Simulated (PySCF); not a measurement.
## A study: CH₆Si, SMILES `C[SiH3]`

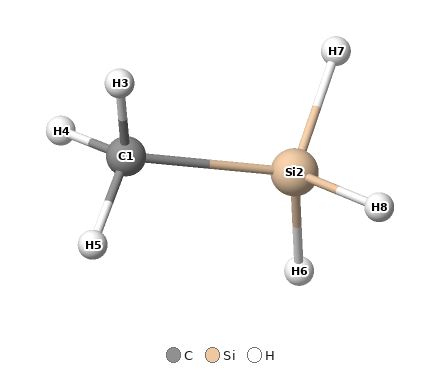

The molecule, with its atoms numbered as below. No frequency check shows the geometry to be a minimum.

Coordinates in Å:

```
C1      -1.2503   -0.0001    0.0000
Si2      0.6452    0.0000    0.0000
H3      -1.6452   -0.1097    1.0064
H4      -1.6452    0.9265   -0.4081
H5      -1.6453   -0.8166   -0.5983
H6       1.1352    0.1536   -1.3718
H7       1.1352    1.1112    0.8189
H8       1.1351   -1.2648    0.5529
```

## 1. Excited states

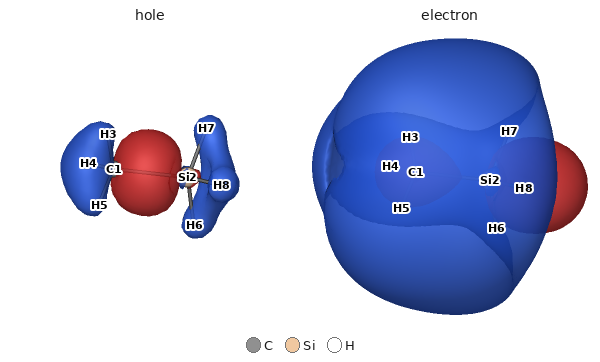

Leading natural transition orbital pair of S₁ (TDA singlet states); the surfaces enclose about 78 % of each orbital's density.

Method: PBE/def2-SVPD; geometry: GFN2-xTB; program: PySCF.

**Give its energy and the atoms that hole and electron lie on.**

7.83 eV (158 nm), f = 0.050, diffuse (Rydberg-like) orbital; the leading pair carries 99 %; hole on C1 (43 %) and Si2 (30 %), electron on Si2 (32 %), H3, H4 and H5 (11 % each) and C1 (10 %) (atom shares of so diffuse an orbital are rough); their centroids lie 0.0 Å apart. In canonical orbitals it is mainly HOMO → LUMO (94 %). The HOMO–LUMO gap is 7.60 eV.

## 2. In an electric field

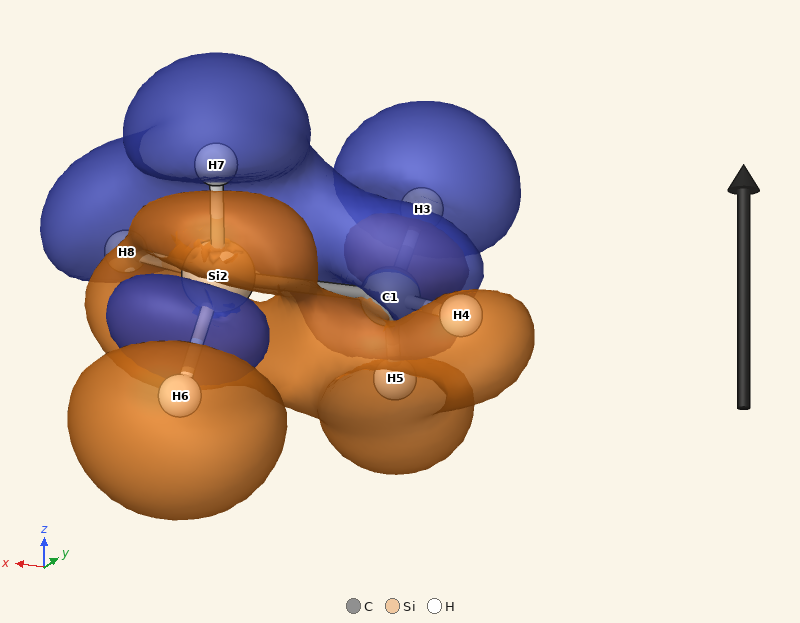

Change of the electron density in a uniform field of 0.10 V/Å along +z (arrow), surfaces at ±0.0004 e/Å³ (orange: gain, blue: loss).

Level of theory: CAM-B3LYP/def2-SVP (PySCF), at a geometry from GFN2-xTB. A basis without diffuse functions makes polarisabilities too small.

The field was applied in both directions; the picture shows the one opposite to the script's first.

**What dipole is induced, and what polarisability does it imply?**

The induced dipole is 0.17 D (along the field); α along this axis, from the fields in both directions, is 34 bohr³ (5.1 Å³).

## 3. Localised orbitals

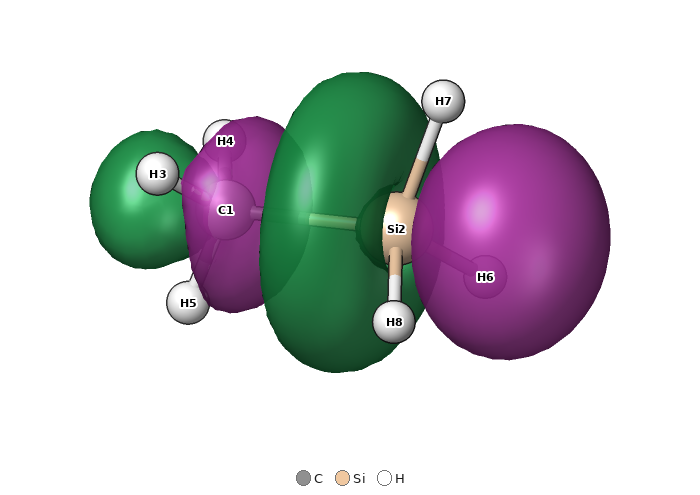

Intrinsic bond orbitals (IBO), occupied and valence-virtual; each surface holds about 80 % of the orbital's density. Energies are diagonal elements of the Fock matrix.

Method: HF/def2-SVPD; geometry: GFN2-xTB; program: PySCF.

**What does this orbital represent?**

σ* orbital Si2–C1, mostly on Si2 (Si2 66 %, C1 34 %; 9.9 eV).

**How do all the valence pairs divide up?**

7 pairs: 7 σ bonds.
